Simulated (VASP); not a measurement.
# Ca2Ru2O7 with r2SCAN: from relaxation to properties, part 3 of 6

Aim: relax Ca2Ru2O7, then compute properties on the relaxed cell. Left out of this account: 1 further run (relaxation: a spoilt try). The start is a computed cell from the Materials Project.

VASP 6.6.1; r2SCAN, no spin polarisation; plane waves and PAW (Ca_sv, Ru_pv, O).

Still holding for the runs below: This run has no spin polarisation, although Ru can carry a moment.

So far. Step 3 (Second relaxation): It ends with a largest force of 0.006 eV/Å and a pressure of -0.01 GPa. The volume moved by under 0.01 %: the run met its threshold at the first step. Step 4 (Density, ELF and potential (r2SCAN)): In this run the pressure is -0.01 GPa, small enough to go on.

## 5. Bands along the symmetry lines (r2SCAN)

The mesh alone shows little of the dispersion and can miss band extrema, so KPOINTS_OPT adds a path through the symmetry points after the self-consistent cycle.

INCAR reads:

```
SYSTEM = Ca2Ru2O7
PREC = Accurate
ENCUT = 520
EDIFF = 1E-06
NELM = 100
ISMEAR = 0
SIGMA = 0.05
LREAL = Auto
ALGO = Normal
METAGGA = R2SCAN
LASPH = .TRUE.
NBANDS = 138
LORBIT = 11
LWAVE = .FALSE.
LCHARG = .FALSE.
KPAR = 8
```

POSCAR reads:

```
Ca2Ru2O7
1.0
    0.0000000000      5.0898448751      5.0898448751
    5.0898448751      0.0000000000      5.0898448751
    5.0898448751      5.0898448751      0.0000000000
Ca Ru O
4 4 14
Direct
    0.1250000000      0.6250000000      0.1250000000
    0.1250000000      0.1250000000      0.6250000000
    0.6250000000      0.1250000000      0.1250000000
    0.1250000000      0.1250000000      0.1250000000
    0.1250000000      0.6250000000      0.6250000000
    0.6250000000      0.1250000000      0.6250000000
    0.6250000000      0.6250000000      0.1250000000
    0.6250000000      0.6250000000      0.6250000000
    0.6926245269      0.6926245269      0.3073754731
    0.6926245269      0.3073754731      0.6926245269
    0.9426245269      0.5573754731      0.5573754731
    0.6926245269      0.3073754731      0.3073754731
    0.5573754731      0.9426245269      0.9426245269
    0.3073754731      0.3073754731      0.6926245269
    0.9426245269      0.9426245269      0.5573754731
    0.0000000000      0.0000000000      0.0000000000
    0.5573754731      0.5573754731      0.9426245269
    0.9426245269      0.5573754731      0.9426245269
    0.5573754731      0.9426245269      0.5573754731
    0.2500000000      0.2500000000      0.2500000000
    0.3073754731      0.6926245269      0.3073754731
    0.3073754731      0.6926245269      0.6926245269
```

KPOINTS reads:

```
Automatic mesh
0
Gamma
4 4 4
0 0 0
```

KPOINTS_OPT reads:

```
Line mode
12
Line-mode
Reciprocal
  0.00000000   0.00000000   0.00000000 GAMMA
  0.50000000   0.00000000   0.50000000 X

  0.50000000   0.00000000   0.50000000 X
  0.50000000   0.25000000   0.75000000 W

  0.50000000   0.25000000   0.75000000 W
  0.37500000   0.37500000   0.75000000 K

  0.37500000   0.37500000   0.75000000 K
  0.00000000   0.00000000   0.00000000 GAMMA

  0.00000000   0.00000000   0.00000000 GAMMA
  0.50000000   0.50000000   0.50000000 L

  0.50000000   0.50000000   0.50000000 L
  0.62500000   0.25000000   0.62500000 U

  0.62500000   0.25000000   0.62500000 U
  0.50000000   0.25000000   0.75000000 W

  0.50000000   0.25000000   0.75000000 W
  0.50000000   0.50000000   0.50000000 L

  0.50000000   0.50000000   0.50000000 L
  0.37500000   0.37500000   0.75000000 K

  0.62500000   0.25000000   0.62500000 U
  0.50000000   0.00000000   0.50000000 X
```

PAW data sets: Ca_sv, Ru_pv and O (PBE family, release 64).

On the command line:

```bash
mpirun -np 8 vasp_std
```

Log:

```text
[... set-up lines as in an earlier step ...]
 entering main loop
       N       E                     dE             d eps       ncg     rms          rms(c)
DAV:   1     0.190638062777E+04    0.19064E+04   -0.97538E+04  2208   0.138E+03
DAV:   2    -0.178780253125E+03   -0.20852E+04   -0.19560E+04  2360   0.436E+02
DAV:   3    -0.348812559267E+03   -0.17003E+03   -0.16665E+03  2574   0.128E+02
DAV:   4    -0.355378911335E+03   -0.65664E+01   -0.64531E+01  3624   0.199E+01
DAV:   5    -0.355700456327E+03   -0.32154E+00   -0.32104E+00  2968   0.346E+00    0.863E+01
DAV:   6    -0.258713006853E+03    0.96987E+02   -0.12622E+02  2384   0.561E+01    0.254E+01
DAV:   7    -0.257251837149E+03    0.14612E+01   -0.34848E+01  2702   0.281E+01    0.217E+01
DAV:   8    -0.255643694722E+03    0.16081E+01   -0.32823E+00  2692   0.849E+00    0.689E+00
DAV:   9    -0.255783558970E+03   -0.13986E+00   -0.87811E-01  2656   0.272E+00    0.195E+00
DAV:  10    -0.255747744085E+03    0.35815E-01   -0.12100E-01  3016   0.949E-01    0.949E-01
DAV:  11    -0.255745752217E+03    0.19919E-02   -0.25582E-02  2470   0.645E-01    0.296E-01
DAV:  12    -0.255744650904E+03    0.11013E-02   -0.28396E-03  2856   0.261E-01    0.926E-02
DAV:  13    -0.255744772546E+03   -0.12164E-03   -0.11547E-03  2680   0.105E-01    0.443E-02
DAV:  14    -0.255744767643E+03    0.49028E-05   -0.78789E-05  2792   0.349E-02    0.144E-02
DAV:  15    -0.255744771593E+03   -0.39499E-05   -0.24104E-05  2424   0.146E-02    0.754E-03
DAV:  16    -0.255744771647E+03   -0.54086E-07   -0.33995E-06  2040   0.763E-03
   1 F= -.25574477E+03 E0= -.25573473E+03  d E =-.200768E-01
 Start KPOINTS_OPT (optional k-point list driver)
k-point batch [1-8\120]
       N       E                     dE             ncg
DAV:   1     0.134031614052E+04   -0.71181E+04     2208
DAV:   2    -0.149536452170E+05   -0.16294E+05     2368
DAV:   3    -0.161902427362E+05   -0.12366E+04     2616
DAV:   4    -0.162310327473E+05   -0.40790E+02     3384
DAV:   5    -0.162327539111E+05   -0.17212E+01     2960
DAV:   6    -0.162327780249E+05   -0.24114E-01     3008
DAV:   7    -0.162327786681E+05   -0.64319E-03     3064
DAV:   8    -0.162327786839E+05   -0.15734E-04     2816
DAV:   9    -0.162327786844E+05   -0.48476E-06     2008
[...]
k-point batch [113-120\120]
       N       E                     dE             ncg
DAV:   1     0.144789373323E+04   -0.27504E+05     2216
DAV:   2    -0.149141143197E+05   -0.16362E+05     2360
DAV:   3    -0.161774763040E+05   -0.12634E+04     2608
DAV:   4    -0.162218672442E+05   -0.44391E+02     3440
DAV:   5    -0.162234060517E+05   -0.15388E+01     2904
DAV:   6    -0.162234361886E+05   -0.30137E-01     3134
DAV:   7    -0.162234368340E+05   -0.64538E-03     2896
DAV:   8    -0.162234368517E+05   -0.17777E-04     2934
DAV:   9    -0.162234368522E+05   -0.46066E-06     1896
```

Wall time 22 min (8 MPI ranks of Intel Xeon 6975P-C (Granite Rapids), shared host); peak memory 5.9 GiB; 2.5 h of CPU time.

Parts of OUTCAR (step 5):

```text
   k-points           NKPTS =      8   k-points in BZ     NKDIM =      8   number of bands    NBANDS=    138

   NELECT =     180.0000    total number of electrons

 E-fermi :   4.1193

 k-point     1 :       0.0000    0.0000    0.0000
  band No.  band energies     occupation
    ...
     88       3.7902      2.00000
     89       3.7902      2.00000
     90       4.0310      1.98746
     91       4.0310      1.98746
     92       4.0310      1.98746
     93       4.5532      0.00000
     94       5.0540      0.00000
     95       5.0540      0.00000
     96       5.0540      0.00000
     97       6.7775      0.00000
    ...

  Total       -0.0086944     -0.0086944     -0.0086944      0.0000000     -0.0000000      0.0000000
  in kB       -0.0528212     -0.0528212     -0.0528212      0.0000000     -0.0000000      0.0000000
  external PRESSURE =      -0.0528212 kB  Pullay stress =       0.0000000 kB

 POSITION                                       TOTAL-FORCE (eV/Angst)
 -----------------------------------------------------------------------------------
      3.81738      1.27246      3.81738        -0.000000     -0.000000     -0.000000
      3.81738      3.81738      1.27246        -0.000000     -0.000000     -0.000000
      1.27246      3.81738      3.81738        -0.000000     -0.000000     -0.000000
      1.27246      1.27246      1.27246        -0.000000     -0.000000     -0.000000
      6.36231      3.81738      3.81738        -0.000000     -0.000000     -0.000000
      3.81738      6.36231      3.81738        -0.000000     -0.000000     -0.000000
      3.81738      3.81738      6.36231        -0.000000     -0.000000     -0.000000
      6.36231      6.36231      6.36231        -0.000000     -0.000000     -0.000000
      5.08984      5.08984      7.05070        -0.000000     -0.000000     -0.006607
      5.08984      7.05070      5.08984        -0.000000     -0.006607     -0.000000
      5.67391      7.63477      7.63477         0.006607     -0.000000     -0.000000
      3.12899      5.08984      5.08984         0.006607     -0.000000     -0.000000
      9.59563      7.63477      7.63477        -0.006607     -0.000000     -0.000000
      5.08984      5.08984      3.12899        -0.000000     -0.000000      0.006607
      7.63477      7.63477      9.59563        -0.000000     -0.000000     -0.006607
      0.00000      0.00000      0.00000        -0.000000     -0.000000     -0.000000
      7.63477      7.63477      5.67391        -0.000000     -0.000000      0.006607
      7.63477      9.59563      7.63477        -0.000000     -0.006607     -0.000000
      7.63477      5.67391      7.63477        -0.000000      0.006607     -0.000000
      2.54492      2.54492      2.54492        -0.000000     -0.000000     -0.000000
      5.08984      3.12899      5.08984        -0.000000      0.006607     -0.000000
      7.05070      5.08984      5.08984        -0.006607     -0.000000     -0.000000
 -----------------------------------------------------------------------------------
    total drift:                                0.000000      0.000000      0.000000

  FREE ENERGIE OF THE ION-ELECTRON SYSTEM (eV)
  ---------------------------------------------------
  free  energy   TOTEN  =      -255.7447716473 eV

  energy  without entropy=     -255.7246948408  energy(sigma->0) =     -255.73473324

[... 8 parts as in an earlier step ...]

[... 8 further parts left out ...]
```

Spin-orbit coupling is off here; it would split degenerate levels.

This step gave:

```yaml
bands: 138
pressure: -0.005282 GPa
```

Electronic bands along the path, in eV, zero at the Fermi level; # counts the bands kept, so #1 is VASP's band 43:

```tsv
point	#45	#46	#47	#48	#49	#50	#51	#52
Γ	-0.33	-0.33	-0.33	-0.09	-0.09	-0.09	0.43	0.93
X	-0.31	-0.31	-0.11	-0.11	0.09	0.09	0.10	0.10
W	-0.48	-0.48	0.05	0.05	0.12	0.12	0.49	0.49
K	-0.32	-0.32	-0.29	-0.07	0.24	0.29	0.31	0.44
Γ	-0.33	-0.33	-0.33	-0.09	-0.09	-0.09	0.43	0.93
L	-0.48	-0.19	-0.19	0.01	0.01	0.07	0.22	0.64
U	-0.32	-0.32	-0.29	-0.07	0.24	0.29	0.31	0.44
W	-0.48	-0.48	0.05	0.05	0.12	0.12	0.49	0.49
L	-0.48	-0.19	-0.19	0.01	0.01	0.07	0.22	0.64
K	-0.32	-0.32	-0.29	-0.07	0.24	0.29	0.31	0.44
jump to U	-0.32	-0.32	-0.29	-0.07	0.24	0.29	0.31	0.44
X	-0.31	-0.31	-0.11	-0.11	0.09	0.09	0.10	0.10
```

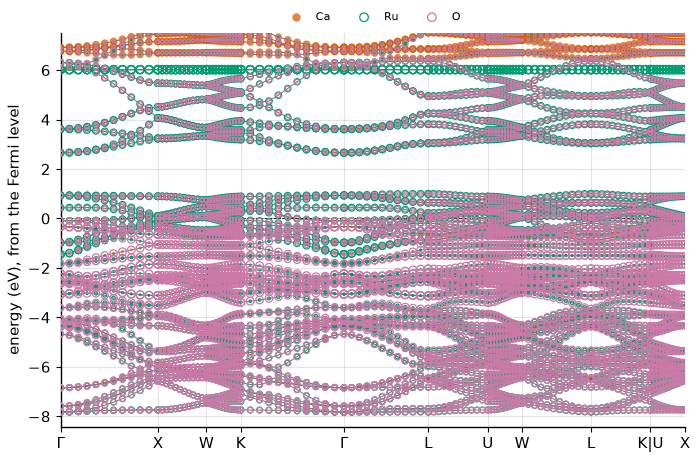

Electronic bands along the path; dots are coloured as in the legend, and their area grows with the weight.

There is no gap at this level.

## 6. Density of states (r2SCAN)

Here the states are counted by energy and projected on the atoms. The mesh is finer than in the run before.

INCAR, as its differences from that of step 5:

```diff
@@ -5,3 +5,3 @@
 NELM = 100
-ISMEAR = 0
+ISMEAR = -5
 SIGMA = 0.05
@@ -16 +16,2 @@
 KPAR = 8
+NEDOS = 2001
```

POSCAR is that of step 5.

KPOINTS reads:

```
Automatic mesh
0
Gamma
6 6 6
0 0 0
```

On the command line:

```bash
mpirun -np 8 vasp_std
```

Log:

```text
[... set-up lines as in an earlier step ...]
 entering main loop
       N       E                     dE             d eps       ncg     rms          rms(c)
DAV:   1     0.190285927634E+04    0.19029E+04   -0.97772E+04  4416   0.138E+03
DAV:   2    -0.178757050908E+03   -0.20816E+04   -0.19529E+04  4720   0.435E+02
DAV:   3    -0.348311106587E+03   -0.16955E+03   -0.16620E+03  5150   0.128E+02
DAV:   4    -0.355361431502E+03   -0.70503E+01   -0.69438E+01  7240   0.200E+01
DAV:   5    -0.355672776047E+03   -0.31134E+00   -0.31081E+00  5976   0.354E+00    0.863E+01
DAV:   6    -0.258720665337E+03    0.96952E+02   -0.12653E+02  4760   0.563E+01    0.250E+01
DAV:   7    -0.257188637771E+03    0.15320E+01   -0.34838E+01  5300   0.281E+01    0.217E+01
DAV:   8    -0.255655314675E+03    0.15333E+01   -0.32761E+00  5352   0.839E+00    0.704E+00
DAV:   9    -0.255789622481E+03   -0.13431E+00   -0.86928E-01  5200   0.270E+00    0.188E+00
DAV:  10    -0.255760182840E+03    0.29440E-01   -0.12314E-01  6132   0.963E-01    0.942E-01
DAV:  11    -0.255758084311E+03    0.20985E-02   -0.23079E-02  4936   0.622E-01    0.313E-01
DAV:  12    -0.255756737402E+03    0.13469E-02   -0.30059E-03  5668   0.271E-01    0.904E-02
DAV:  13    -0.255756845175E+03   -0.10777E-03   -0.11930E-03  5158   0.101E-01    0.439E-02
DAV:  14    -0.255756853813E+03   -0.86382E-05   -0.57198E-05  5774   0.290E-02    0.148E-02
DAV:  15    -0.255756861722E+03   -0.79086E-05   -0.20966E-05  4948   0.146E-02    0.690E-03
DAV:  16    -0.255756860475E+03    0.12466E-05   -0.29274E-06  3918   0.723E-03    0.180E-03
DAV:  17    -0.255756861616E+03   -0.11406E-05   -0.27731E-07  2492   0.197E-03    0.517E-04
DAV:  18    -0.255756861628E+03   -0.12671E-07   -0.59751E-08  2382   0.726E-04
   1 F= -.25575686E+03 E0= -.25575686E+03  d E =0.000000E+00
 -----------------------------------------------------------------------------
|                                                                             |
|           W    W    AA    RRRRR   N    N  II  N    N   GGGG   !!!           |
|           W    W   A  A   R    R  NN   N  II  NN   N  G    G  !!!           |
|           W    W  A    A  R    R  N N  N  II  N N  N  G       !!!           |
|           W WW W  AAAAAA  RRRRR   N  N N  II  N  N N  G  GGG   !            |
|           WW  WW  A    A  R   R   N   NN  II  N   NN  G    G                |
|           W    W  A    A  R    R  N    N  II  N    N   GGGG   !!!           |
|                                                                             |
|     Tetrahedron method does not include variations of the Fermi             |
|     occupations, so forces and stress will be inaccurate. We suggest        |
|     using a different smearing scheme ISMEAR = 1 or 2 for metals in         |
|     relaxations.                                                            |
|                                                                             |
 -----------------------------------------------------------------------------
```

Elapsed: 5.7 min, on 8 MPI ranks; peak memory 5.1 GiB.

From OUTCAR (step 6):

```text
   k-points           NKPTS =     16   k-points in BZ     NKDIM =     16   number of bands    NBANDS=    138

   NELECT =     180.0000    total number of electrons

 E-fermi :   4.1056

 k-point     1 :       0.0000    0.0000    0.0000
  band No.  band energies     occupation
    ...
     88       3.8046      2.00000
     89       3.8046      2.00000
     90       4.0288      2.00000
     91       4.0288      2.00000
     92       4.0288      2.00000
     93       4.5589      0.00000
     94       5.0520      0.00000
     95       5.0520      0.00000
     96       5.0520      0.00000
     97       6.7833      0.00000
    ...

  Total        0.0427239      0.0427239      0.0427239      0.0000000      0.0000000     -0.0000000
  in kB        0.2595598      0.2595598      0.2595598      0.0000000      0.0000000     -0.0000000
  external PRESSURE =       0.2595598 kB  Pullay stress =       0.0000000 kB

 POSITION                                       TOTAL-FORCE (eV/Angst)
 -----------------------------------------------------------------------------------
      3.81738      1.27246      3.81738        -0.000000      0.000000     -0.000000
      3.81738      3.81738      1.27246        -0.000000      0.000000     -0.000000
      1.27246      3.81738      3.81738        -0.000000      0.000000     -0.000000
      1.27246      1.27246      1.27246        -0.000000      0.000000     -0.000000
      6.36231      3.81738      3.81738        -0.000000      0.000000     -0.000000
      3.81738      6.36231      3.81738        -0.000000      0.000000     -0.000000
      3.81738      3.81738      6.36231        -0.000000      0.000000     -0.000000
      6.36231      6.36231      6.36231        -0.000000      0.000000     -0.000000
      5.08984      5.08984      7.05070        -0.000000     -0.000000      0.005810
      5.08984      7.05070      5.08984        -0.000000      0.005810     -0.000000
      5.67391      7.63477      7.63477        -0.005810      0.000000     -0.000000
      3.12899      5.08984      5.08984        -0.005810     -0.000000     -0.000000
      9.59563      7.63477      7.63477         0.005810      0.000000     -0.000000
      5.08984      5.08984      3.12899        -0.000000     -0.000000     -0.005810
      7.63477      7.63477      9.59563        -0.000000      0.000000      0.005810
      0.00000      0.00000      0.00000        -0.000000      0.000000     -0.000000
      7.63477      7.63477      5.67391        -0.000000      0.000000     -0.005810
      7.63477      9.59563      7.63477        -0.000000      0.005810     -0.000000
      7.63477      5.67391      7.63477        -0.000000     -0.005810     -0.000000
      2.54492      2.54492      2.54492        -0.000000      0.000000     -0.000000
      5.08984      3.12899      5.08984        -0.000000     -0.005810     -0.000000
      7.05070      5.08984      5.08984         0.005810     -0.000000     -0.000000
 -----------------------------------------------------------------------------------
    total drift:                                0.000000      0.000000      0.000000

  FREE ENERGIE OF THE ION-ELECTRON SYSTEM (eV)
  ---------------------------------------------------
  free  energy   TOTEN  =      -255.7568616285 eV

  energy  without entropy=     -255.7568616285  energy(sigma->0) =     -255.75686163

[... 7 parts as in an earlier step ...]

[... 9 further parts left out ...]
```

The DOS at the Fermi level is high for the number of transition-metal atoms. It is one value on this mesh and may be a narrow spike; if it stands, a magnetic instability is possible, which a run without spin can't show. With tetrahedra the forces and stress of a metal are not exact derivatives of the energy.

Numbers from this step:

```
SCF cycles             : 18
irreducible k-points   : 16
free energy (TOTEN)    : -255.7569 eV
Fermi energy           : 4.106 eV
pressure               : 0.02596 GPa
DOS at the Fermi level : 17.58 states/eV/cell
```

The density of states has structure finer than the step of the table below, so its rows give means over 1 eV, whole bins alone (the curve runs from -12.0 to 3.62 eV). Peaks (eV: height): total -2.7: 30.0, -2.3: 24.6, -1.5: 30.0, -0.7: 26.8; O p -2.7: 19.9, -2.3: 17.4, -1.5: 17.3, -0.7: 12.0; Ru d -0.5: 11.5, 0.1: 9.44, 0.4: 8.56, 0.9: 9.98; Ca d -1.5: 2.10, -0.7: 0.477; Ru s -7.6: 0.564, -7.1: 0.561, -6.4: 0.530, -5.3: 0.652.

States under -12.0 eV and over 3.6 eV are left out. Table of density of states by energy, zero at the Fermi level; means over each step; values in states/eV/cell:

```tsv
energy (eV)	total	O p	Ru d	Ca d	Ru s
-9	0	0	0	0	0
-8	4.41	1.90	1.99	0.00279	0.115
-7	9.18	3.91	3.06	0.0177	0.315
-6	11.1	4.70	3.12	0.0336	0.220
-5	11.2	5.37	2.38	0.0397	0.329
-4	12.2	6.00	2.78	0.0422	0.136
-3	14.6	9.44	0.757	0.124	0.0708
-2	11.9	8.06	0.353	0.262	0.0205
-1	13.0	5.97	3.25	0.386	0.0127
0	14.9	5.01	7.50	0.102	0.0402
1	5.64	1.53	3.39	0.0293	0.0143
2	0	0	0	0	0
3	4.13	0.879	2.58	0.0306	0.0239
```

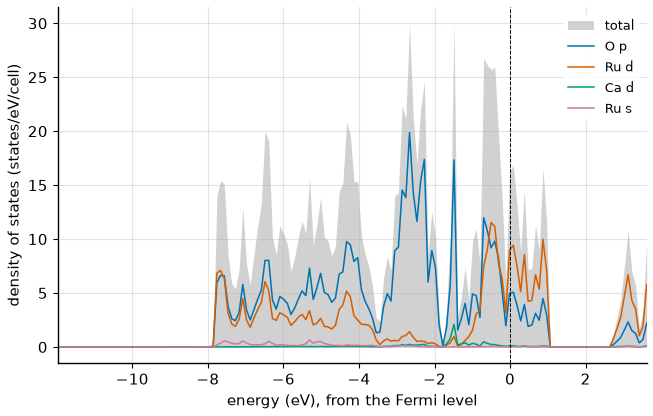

Density of states, plotted against energy.

The finer mesh and the other smearing move the Fermi level by -0.01 eV from the 4×4×4 run, a small shift, which tests the Fermi level alone. Of the states within 0.3 eV of the Fermi level, the largest shares in the PAW spheres are Ru d 54 % and O p 31 %. The rest lies in smaller channels or between the spheres.

(Continued in part 4 of 6.)

[Lines on the potential files, build, host, timing and source positions are cut from VASP's logs without a mark.]

[Logs are printed without paths, hosts, clocks, repeated set-up lines and the standing remarks that a program may print on its own settings, such as how far it seeks lower states.]

[Hosts, paths, dates, database ids (printed as entryN), source tags and the programs' standing remarks are cut or masked in the printed files.]

[A measured line is paired with the nearest computed mode of its activity, which favours agreement.]
